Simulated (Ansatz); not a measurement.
# BH2Cl (SMILES BCl) at 6 levels

Aim: a comparison of 6 runs (HSE06/STO-3G, UB3LYP/STO-3G, r2SCAN/STO-3G, r2SCAN0/STO-3G, UMP2/STO-3G, CCSD(T)/STO-3G) of BH2Cl. 

The results are computed with Ansatz 0.2.0.

56 further runs of the same task are left out: 2 that didn't finish, 54 set aside as unsound or not needed.

## 1. The molecule

BH2Cl has 4 atoms, charge 0, and is taken as a singlet. SMILES: `BCl`. The Cl2–B1 distance was set to 4.333 Å, away from the relaxed value. At this shape a bond of the SMILES string is far longer than usual.

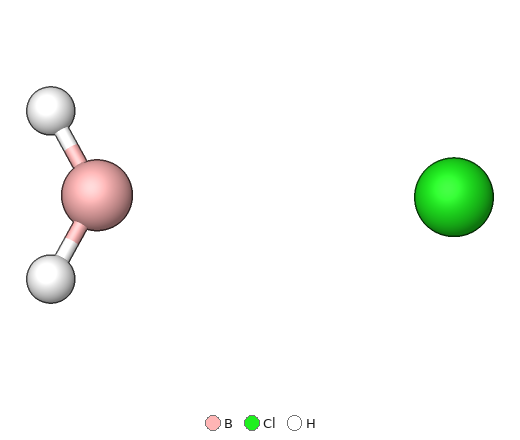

The structure, seen from a chosen angle (boron pink, chlorine green, hydrogen white).

## 2. A single-point energy at HSE06/STO-3G (run 1)

Input file in.yaml:

```yaml
crystal:
  periodic: [false, false, false]
  atoms:
    - {symbol: B, position_ang: [-2.339231, 0.647195, -1.270040]}
    - {symbol: Cl, position_ang: [1.365000, -0.395300, 0.721200]}
    - {symbol: H, position_ang: [-3.328731, 0.065995, -0.954340]}
    - {symbol: H, position_ang: [-2.309131, 1.498295, -2.101340]}
basis:
  gaussian:
    orbitals: STO-3G
hamiltonian:
  xc: hse06
accuracy: high
```

Launch:

```bash
$ ansatz run in.yaml --threads 1 --pin off --max-ram 2610MiB --events-out events.jsonl --progress --plain --runs-dir runs
```

The log of the run:

```text
Warning: RAYON_NUM_THREADS=1 ignored (pool sized by the plan → 1); use --threads N
Functional definition: HSE06
  name "HSE06"
  parameter a = 0.25
  parameter omega = 0.11/bohr
  exchange = pbe_x - a*pbe_x_sr(omega) + a*exact_x_sr(omega)
  correlation = pbe_c
231 factors; integrals over basis functions are off by at most 7.8e-9 eV
64 factors; integrals over basis functions are off by at most 7.1e-10 eV
mean field evaluation 1: about -13069.6556 eV, gradient 1.4e1 eV
mean field evaluation 2: about -12954.9495 eV, gradient 5.6e1 eV
mean field evaluation 4: about -12959.0872 eV, gradient 4.4e1 eV
mean field evaluation 8: about -13070.1050 eV, gradient 9.3e0 eV
mean field evaluation 16: about -13074.4296 eV, gradient 3.2e-3 eV
mean field evaluation 32: about -13073.5222 eV, gradient 1.2e1 eV
mean field -13074.42955040 eV, -480.4764238105 hartree, gradient 3.5e-9 eV, S^2 0.000000; 4 other end points of the search recorded, 0 dependent functions left out
reference -13074.42955232 eV, -480.4764238811 hartree; 12, 12 occupied and 4, 4 virtual orbitals, 231 factors
Total energy: -13074.42955232 eV, -480.4764238811 hartree
```

Wall time 1.6 s (1 thread of Arm Neoverse V1, shared host).

## 3. A single-point energy at UB3LYP/STO-3G (run 2)

Input file job.yaml:

```yaml
crystal:
  periodic: [false, false, false]
  atoms:
    - {symbol: B, position_ang: [-2.339231, 0.647195, -1.270040]}
    - {symbol: Cl, position_ang: [1.365000, -0.395300, 0.721200]}
    - {symbol: H, position_ang: [-3.328731, 0.065995, -0.954340]}
    - {symbol: H, position_ang: [-2.309131, 1.498295, -2.101340]}
basis:
  gaussian: {orbitals: STO-3G}
magnetization: {spin_polarized: true, initial_magnetization: 0}
hamiltonian: {xc: {name: B3LYP}}
accuracy: high
```

Launch:

```bash
$ ansatz run job.yaml --threads 1 --pin off --max-ram 2610MiB --events-out events.jsonl --progress --plain --runs-dir runs
```

The log of the run:

```text
Warning: RAYON_NUM_THREADS=1 ignored (pool sized by the plan → 1); use --threads N
Functional definition: B3LYP
  name "B3LYP"
  parameter a0 = 0.2
  parameter ax = 0.72
  parameter ac = 0.81
  exchange = (1 - a0 - ax)*slater_x + ax*b88_x + a0*exact_x
  correlation = (1 - ac)*vwn_rpa_c + ac*lyp_c
231 factors; integrals over basis functions are off by at most 7.8e-9 eV
mean field evaluation 1: about -13074.6500 eV, gradient 1.0e1 eV
mean field evaluation 2: about -12960.4049 eV, gradient 4.0e1 eV
mean field evaluation 4: about -12964.6006 eV, gradient 3.2e1 eV
mean field evaluation 8: about -13075.1321 eV, gradient 6.8e0 eV
mean field evaluation 16: about -13080.4791 eV, gradient 2.6e0 eV
mean field evaluation 32: about -12964.2706 eV, gradient 3.2e1 eV
mean field evaluation 64: about -13080.9438 eV, gradient 7.6e-1 eV
mean field -13080.99062787 eV, -480.7175389603 hartree, gradient 1.4e-8 eV, S^2 0.866461; 6 other end points of the search recorded, 0 dependent functions left out
reference -13080.99065742 eV, -480.7175400464 hartree; 12, 12 occupied and 4, 4 virtual orbitals, 231 factors
Total energy: -13080.99065742 eV, -480.7175400464 hartree
```

It took 3.9 s on 1 thread of Arm Neoverse V1, shared host; peak memory 0.11 GiB.

## 4. The energy at r2SCAN/STO-3G (run 3)

Input file molecule.yaml:

```yaml
crystal:
  periodic: [false, false, false]
  atoms:
    - {symbol: B, position_ang: [-2.339231, 0.647195, -1.270040]}
    - {symbol: Cl, position_ang: [1.365000, -0.395300, 0.721200]}
    - {symbol: H, position_ang: [-3.328731, 0.065995, -0.954340]}
    - {symbol: H, position_ang: [-2.309131, 1.498295, -2.101340]}
basis:
  gaussian:
    orbitals: STO-3G
hamiltonian:
  xc: r2scan
accuracy: high
```

Launch:

```bash
$ ansatz run molecule.yaml --threads 1 --pin off --max-ram 2610MiB --events-out events.jsonl --progress --plain --runs-dir runs
```

The log of the run:

```text
Warning: RAYON_NUM_THREADS=1 ignored (pool sized by the plan → 1); use --threads N
Functional definition: r2SCAN
  name "r2SCAN"
  parameter k0 = 0.174
  parameter k1 = 0.065
  parameter a1 = 4.9479
  exchange = r2scan_x(k0 = k0, k1 = k1, a1 = a1)
  correlation = r2scan_c
231 factors; integrals over basis functions are off by at most 7.8e-9 eV
mean field evaluation 1: about -13073.7611 eV, gradient 1.5e1 eV
mean field evaluation 2: about -12958.4048 eV, gradient 5.7e1 eV
mean field evaluation 4: about -12962.8962 eV, gradient 4.5e1 eV
mean field evaluation 8: about -13074.3040 eV, gradient 9.2e0 eV
mean field evaluation 16: about -13079.0746 eV, gradient 7.3e-3 eV
mean field evaluation 32: about -13079.0475 eV, gradient 3.5e-1 eV
mean field evaluation 64: about -13076.8456 eV, gradient 1.7e1 eV
mean field -13079.07461771 eV, -480.6471268855 hartree, gradient 8.6e-8 eV, S^2 0.000000; 6 other end points of the search recorded, 0 dependent functions left out
reference -13079.07461808 eV, -480.6471268993 hartree; 12, 12 occupied and 4, 4 virtual orbitals, 231 factors
Total energy: -13079.07461808 eV, -480.6471268993 hartree
```

Run time: 4.5 s. Hardware: 1 thread of Arm Neoverse V1, shared host; peak memory 0.12 GiB.

Runs 4 to 5 aren't shown in full; the table further down has their settings and results.

## 5. A single-point energy at CCSD(T)/STO-3G (run 6)

Input file in.yaml:

```yaml
crystal:
  periodic: [false, false, false]
  atoms:
    - symbol: B
      position_ang: [-2.339231, 0.647195, -1.270040]
    - symbol: Cl
      position_ang: [1.365000, -0.395300, 0.721200]
    - symbol: H
      position_ang: [-3.328731, 0.065995, -0.954340]
    - symbol: H
      position_ang: [-2.309131, 1.498295, -2.101340]
basis:
  gaussian:
    orbitals: STO-3G
correlation:
  method: ccsd_t
  frozen_orbitals: {B: 1, Cl: 5, H: 0}
accuracy: high
scf:
  omitted_lower_state_checks: [cluster_reference, increment]
```

Launch:

```bash
$ ansatz run in.yaml --threads 1 --pin off --max-ram 2610MiB --events-out events.jsonl --progress --plain --runs-dir runs
```

The log of the run:

```text
Warning: RAYON_NUM_THREADS=1 ignored (pool sized by the plan → 1); use --threads N
[... 13 lines left out ...]
6 core orbitals not correlated: weight in the atoms' cores, before any rotation towards them, 1.000 or more for the frozen orbitals, at most 0.000 for the correlated occupied ones
[... 80 lines left out ...]
WARN: these amplitudes may be one of several solutions (largest doubles amplitude 1.27, level shift 9.31 eV)
Total energy: -13061.79773612 eV, -480.0122131978 hartree
Checks for a lower state left out: cluster_reference, increment
```

Run time: 0.18 s. Hardware: 1 thread of Arm Neoverse V1, shared host.

## 6. Overview of the runs

| run | level | frozen core orbitals | energy (Eh) | wall time |
| --- | --- | --- | --- | --- |
| 1 | HSE06/STO-3G | – | -480.476424 | 1.6 s |
| 2 | UB3LYP/STO-3G | – | -480.717540 | 3.9 s |
| 3 | r2SCAN/STO-3G | – | -480.647127 | 4.5 s |
| 4 | r2SCAN0/STO-3G | – | -480.636004 | 3.3 s |
| 5 | UMP2/STO-3G | 6 | -479.975794 | 0.34 s |
| 6 | CCSD(T)/STO-3G | 6 | -480.012213 | 0.18 s |

## 7. Results

```
                                          quantity          value
                               run 6: total energy  -480.01221 Eh
run 6: correlation energy (6 core orbitals frozen)     -223.6 mEh
                             run 6: (T) correction     -27.20 mEh
                              run 6: T1 diagnostic          0.170
```

In words: Totals of different functionals can't be ranked against each other. In run 6 the T1 diagnostic is large, so a single reference may not serve. In run 6 the log says that unrestricted orbitals would lower the reference, so the values rest on an unstable closed-shell determinant (other closed-shell runs at this shape may share the fault). In runs 1, 2, 3, 4, 5, 6 the basis is minimal, so the values are rough. Spin contamination of the reference: run 5 ⟨S²⟩ = 1.00, run 2 ⟨S²⟩ = 0.87. Where it is this large, the reference is a mixture of spin states, and values that rest on it are in doubt. All runs together took 14 s, the longest 4.5 s.
